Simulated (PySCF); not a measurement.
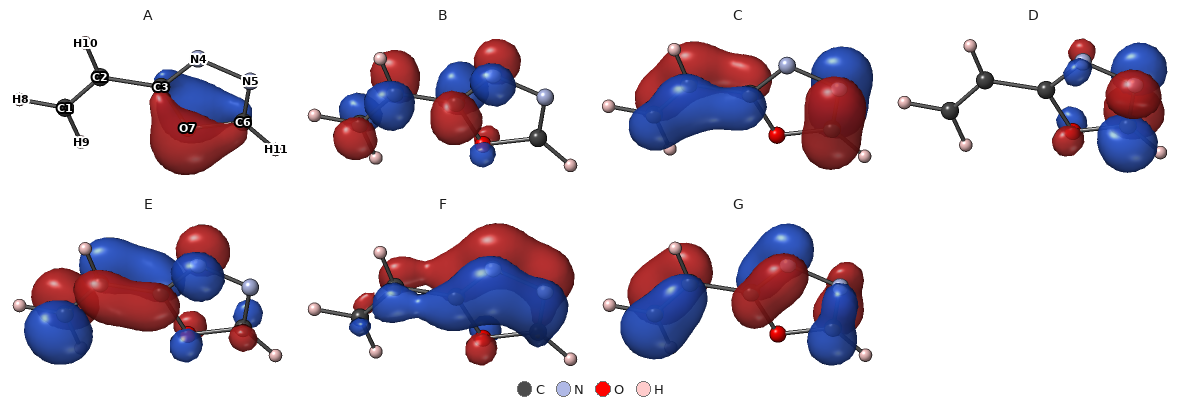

Figure. C$_{4}$H$_{4}$N$_{2}$O, SMILES `C=Cc1nnco1`. Natural orbitals of the π active space, CASSCF(8,7), singlet state, in random order.

PySCF calculation, 6-311G** basis, gas phase; geometry: GFN2-xTB. No frequency check shows the geometry to be a minimum.

Which orbitals are strongly, which singly and which weakly occupied?

Strongly: A (1.99), F (1.94), C (1.93), G (1.89). Weakly: E (0.11), D (0.08), B (0.06). Broadly, orbitals with more nodes between bonded atoms hold fewer electrons.

How multiconfigurational is the state?

The leading determinant weighs 0.88; the effective number of unpaired electrons, Σ n²(2−n)², is 0.15; the most occupied of the weakly occupied orbitals holds 0.11 e, as in an ordinary closed-shell π system. The active space lowers the energy by 2.40 eV against Hartree–Fock.

Where does the lowest triplet lie relative to the singlet, at this geometry and within this active space?

3.77 eV above it by strongly contracted NEVPT2 (+3.64 eV by CASSCF); a small basis tends to put such gaps a few tenths of an eV too high. This is a vertical energy for π states alone; a state that uses lone pairs or σ orbitals may lie lower.
